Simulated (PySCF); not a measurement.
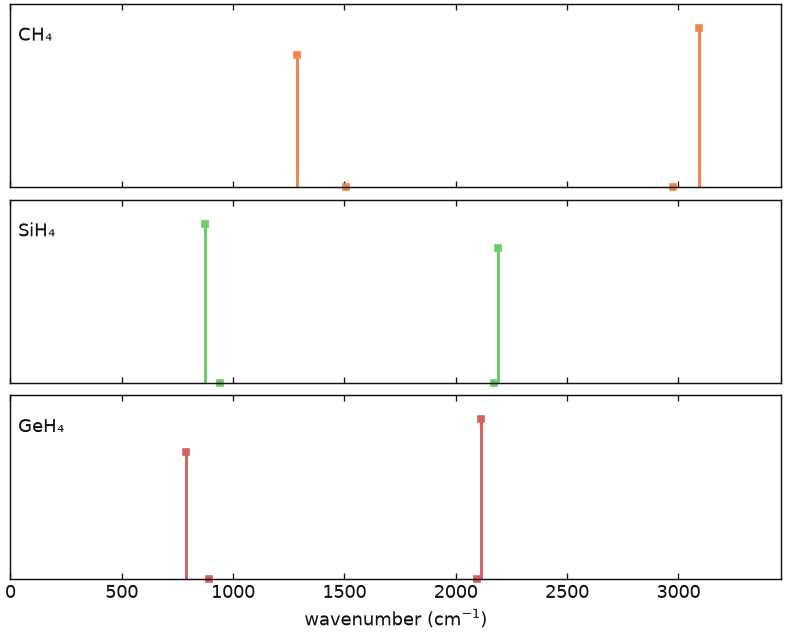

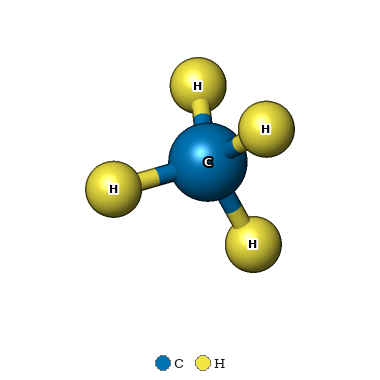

Harmonic infrared lines of CH₄, SiH₄ and GeH₄, all Td singlets, each the lowest point that its search found (CH₄ is drawn); the central atom changes down one group of the periodic table. PBE/def2-TZVP, PySCF 2.14.0, unscaled, no spin-orbit coupling; each panel is scaled to its strongest line, degenerate modes are one line with their intensities summed, and dots on the axis are modes too weak to show or inactive.

Q: How do the bond length and the stretches change along the series?

A: Mean bond length: CH₄ 1.096, SiH₄ 1.493, GeH₄ 1.544 Å, rising down the group. Highest t2 mode: CH₄ 3091, SiH₄ 2188, GeH₄ 2112 cm⁻¹, falling down the group.

Limits of at least one run: no scalar relativity.
